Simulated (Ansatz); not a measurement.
## Electronic structure of ClGaH$_{2}$ (SMILES [Cl][GaH2]) in real space

```xyz
4

Cl   -1.6931    0.4095   -0.7847
Ga    0.2702   -0.0455    0.0984
H     0.4840   -1.3943   -0.1301
H     0.9945    0.9701    0.7961
```

Geometry: force field.

The calculation used isolated molecule in a Gaussian basis; Kohn-Sham density functional theory, functional r2SCANx+PBEsolc (Ansatz).

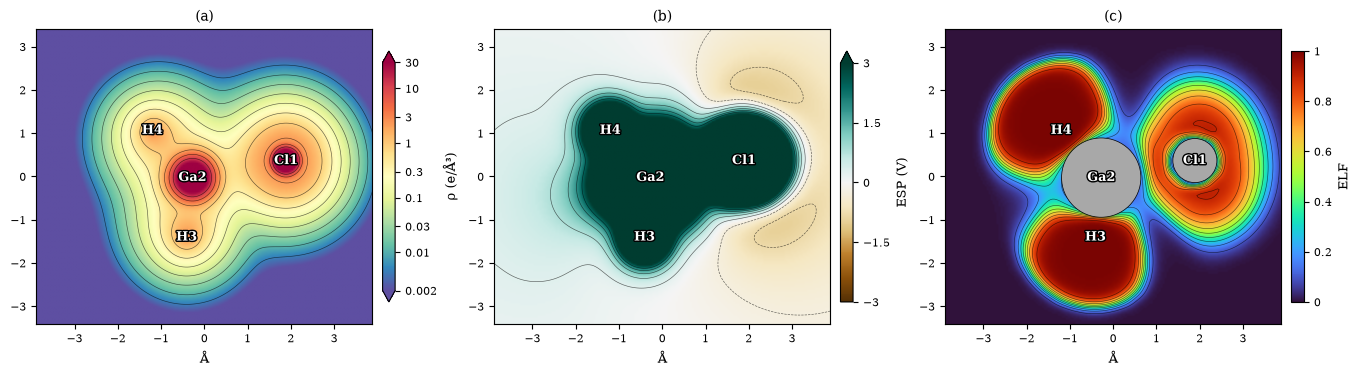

Figure 1. (a) electron density; (b) molecular electrostatic potential; (c) electron localisation function on the molecular plane. Grey discs cover the atomic cores in the ELF map.

Q: Interpret the plot.

A: The section cuts through Cl, Ga and H sites. Ga–Cl (2.20 Å): ρ at the midpoint is about 0.67 e/Å³; the ELF peaks at about 0.85 in the valence shell of Cl, 0.9 Å from its nucleus, and is about 0.60 at the midpoint. Ga–H (1.38 Å): ρ is about 1.7 e/Å³ halfway; the ELF climbs to about 1 towards the hydrogen. The ELF also peaks beside Cl1, away from the bonds: lone-pair regions. Outside the dense part of the molecule the potential is most negative (−1.0 V) near Cl1.

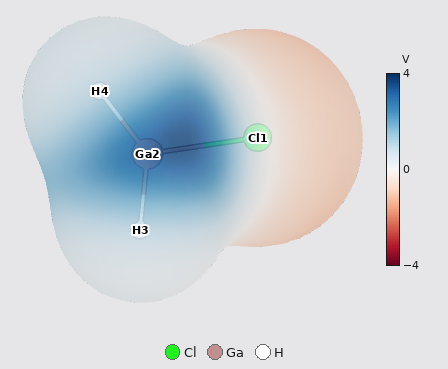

Figure 2. The electrostatic potential painted on the density surface at 0.002 e/bohr³, seen at a tilt; the colour scale runs from red (negative) to blue (positive).

Q: Where is the surface potential most negative and most positive?

A: The most negative region (about −0.9 V) lies over Cl1, the most positive (about +3.5 V) over Ga2.

Q: How polar is the molecule by this calculation?

A: Its dipole moment is 2.78 D.

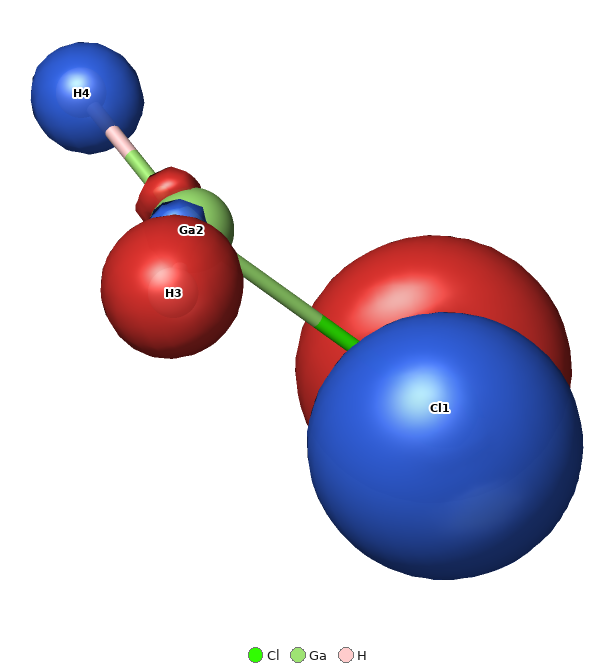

Figure 3. The HOMO at ±0.2 Å⁻³ᐟ² (red and blue are the two phases), seen at an oblique angle.

Q: Describe this orbital and give its energy.

A: It lies mainly on Cl1 (about 75 %), Ga2 (about 10 %) and H3 (about 5 %); it is symmetric in the molecular plane (an in-plane orbital: σ, lone-pair or in-plane π type); largely a lone pair of Cl1. Its energy is −8.09 eV.

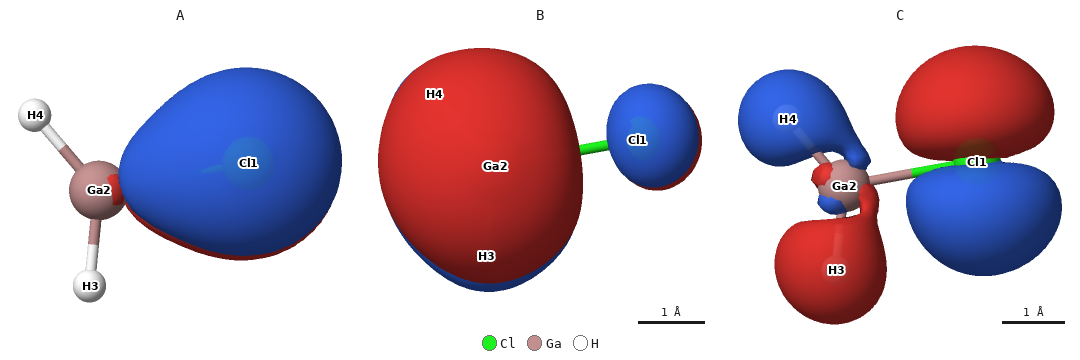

Figure 4. Three frontier orbitals at ±0.08 Å⁻³ᐟ² (red and blue are the two phases), in no order.

Q: Order the three orbitals by energy and name them.

A: A is the HOMO−1 (−8.64 eV). It lies mainly on Cl1 (about 90 %) and Ga2 (about 10 %); it changes sign across the molecular plane (π type). C is the HOMO (−8.09 eV). It lies mainly on Cl1 (about 75 %), Ga2 (about 10 %) and H3 (about 5 %); it is symmetric in the molecular plane (an in-plane orbital: σ, lone-pair or in-plane π type); largely a lone pair of Cl1. B is the LUMO (−2.03 eV). It lies mainly on Ga2 (about 80 %), Cl1 (about 10 %), H4 (about 5 %) and H3 (about 5 %); it changes sign across the molecular plane (π type).

Q: What is the HOMO–LUMO gap?

A: 6.06 eV between the orbital energies.
